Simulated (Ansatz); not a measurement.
## Ca(311) slab under a Mg skin with O (101 atoms): a reference run and its variants

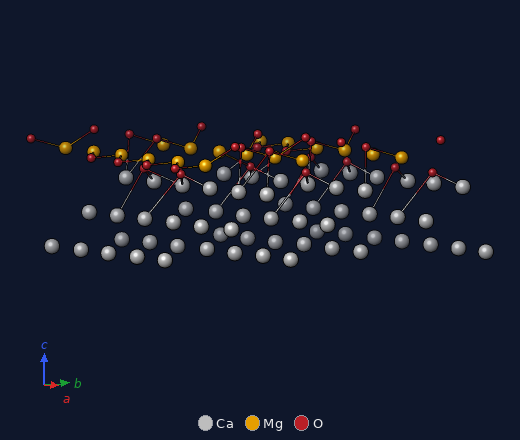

The cell (calcium light grey, magnesium orange, oxygen red). Bonds to atoms that aren't drawn are left out. Some periodic images of atoms are drawn too.

The cell holds 101 atoms: 54 Ca, 18 Mg and 29 O. Cell: a = 23.708 Å, b = 20.532 Å, c = 22.118 Å, α = 90.0°, β = 90.0°, γ = 106.8°. It derives from Ca (fcc) and Mg. Fcc Ca (a = 5.588 Å), (311) slab of 4 repeat layers, 6 x 3 surface cells, 16 Å of vacuum; top layer Mg; atoms within 2.02 Å of the bottom held; 29 O on hollow sites; displaced by a Gaussian of 0.03 Å. Regions: slab, 72 atoms (54 Ca and 18 Mg); O adsorbates, 29 atoms (29 O). Vacuum lies along c.

Geometry: as built.

Reference run: Kohn-Sham DFT, r2SCAN+D3(BJ), PAW (set soft_2), plane waves (Ansatz 0.2.0), cutoff 500 eV, k-mesh 2×2×1, fermi-dirac smearing of 0.1 eV.

| Property | Result |
| --- | --- |
| r.m.s. force component | 1.118 eV/Å |
| spacing of highest filled and lowest empty level | 0.015 eV |
| SCF cycles | 19 |
| time | 38 s on 1 × NVIDIA H100 80GB HBM3 with 5 threads of AMD EPYC 7R13 (Zen 3), shared host |

**Question.** The cell is repeated and solved at Γ. How do error, time and memory go?
- plane waves, 101 atoms (1×1×1)
- support functions, 101 atoms (1×1×1)
- plane waves, 202 atoms (1×2×1)
- support functions, 202 atoms (1×2×1)
- support functions, 404 atoms (2×2×1)

Differences are against the typed cell on a 2×2×1 mesh, which samples like Γ on 404 atoms (r.m.s. force component 1.12 eV/Å). Every repeated cell is solved at Γ, and forces are averaged over the copies of each atom. Hardware: 1 × NVIDIA H100 80GB HBM3 with 5 threads of AMD EPYC 7R13 (Zen 3), shared host.

```csv
atoms,repeats,basis,"Δ force, r.m.s. (meV/Å)",Δ energy (meV/atom),less plane waves of the same size (meV/atom),spread among copies (meV/Å),SCF cycles,time,host memory (GiB),planned on the GPU (GiB)
101,1×1×1,plane waves,6.53,1.03,-,-,18,14 s,3.6,21
101,1×1×1,support functions,6.48,-1.76,-2.8,-,32,57 s,5.8,29
202,1×2×1,plane waves,5.33,-1.81,-,0,19,49 s,4.9,61
202,1×2×1,support functions,5.30,-4.60,-2.8,0.019,33,1.9 min,9.6,56
404,2×2×1,support functions,0.607,-2.79,-,0.022,33,6.8 min,51,60
```

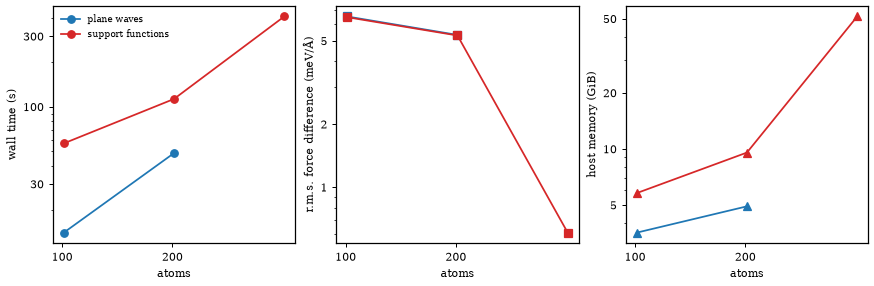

Time, error and memory against the number of atoms.

Repeating the cell at Γ samples more k-points: in plane waves the energy difference from the dense mesh goes from 1.03 meV/atom at 101 atoms to -1.81 at 202, and the force difference from 6.5 to 5.3 meV/Å. With plane waves, the time grows as the 1.8 power of the atom count between the two largest sizes, 101 and 202 atoms. With support functions, the time grows as the 1.9 power of the atom count between the two largest sizes, 202 and 404 atoms. At equal size the support functions lie 2.8 meV/atom below plane waves, likely because their grid holds more waves than 500 eV; no run tests this. Support functions take 4.0 times the time of plane waves at 101 atoms and 2.3 times at 202, so no crossover is reached among the sizes that both ran. Each time is a single run, so ratios and crossover are rough. The bases also began from different starting densities. At the largest size the support functions' forces differ from the reference by 0.054 % of the r.m.s. force, where they sample the same k-points.

[Logs are printed without paths, hosts, clocks, repeated set-up lines and the standing remarks that a program may print on its own settings, such as how far it seeks lower states.]

[Hosts, paths, dates, database ids (printed as entryN), source tags and the programs' standing remarks are cut or masked in the printed files.]
